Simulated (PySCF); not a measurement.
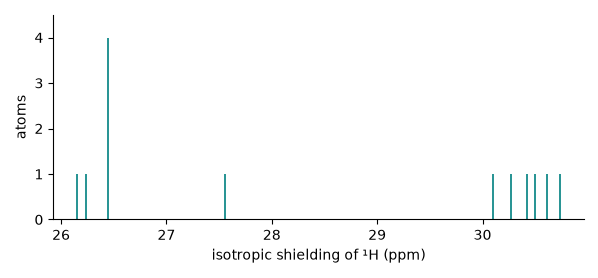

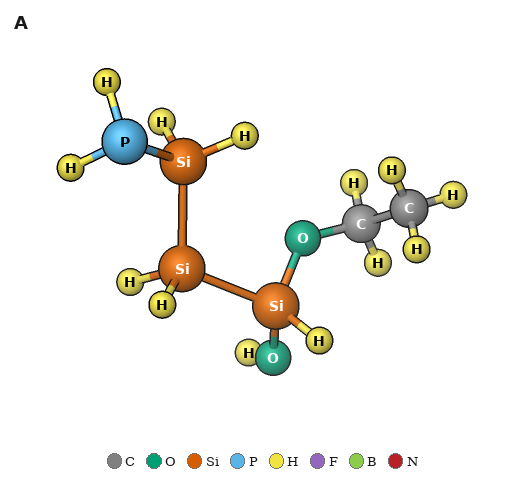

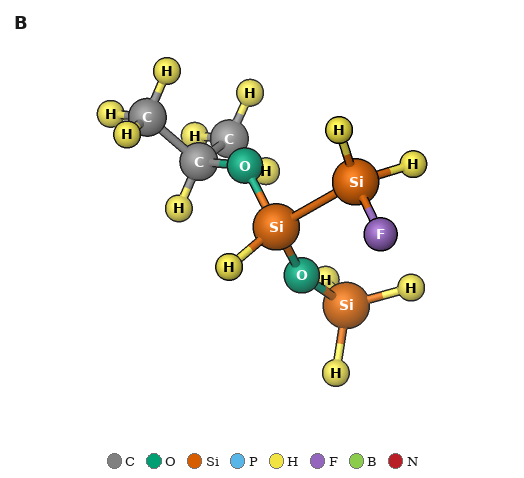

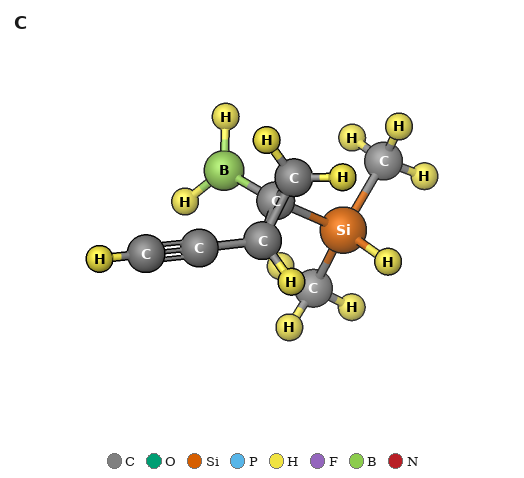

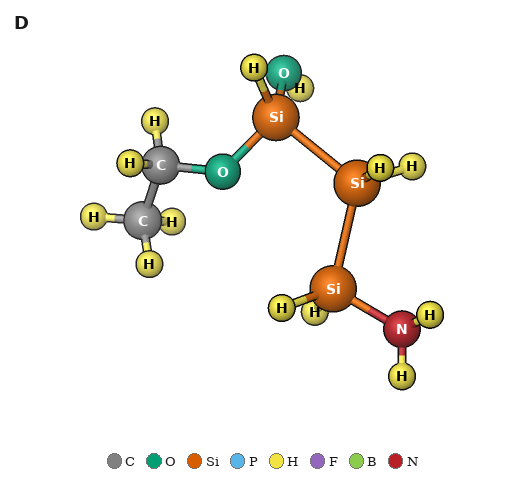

The sticks are computed shieldings of one of the molecules, for one fixed geometry (GFN2-xTB) without averaging over rotations. Low shielding means a high chemical shift. Method: GIAO PBE0/pcSseg-1 NMR shielding, non-relativistic, gas phase (PySCF 2.14.0).

**Which molecule gives this pattern?**

B, `CC(C)O[Si@@H](O[SiH3])[SiH2]F`. Its 13 H atoms give lines at 26.15, 26.24, 26.44 (4 atoms), 27.56, 30.10, 30.27, 30.42, 30.50, 30.61, 30.73 ppm.

The geometry is semi-empirical. Around B, P, Si such bond lengths and angles can be off by a tenth of an ångström or more and by several degrees, and values that hang on the shape move with them.
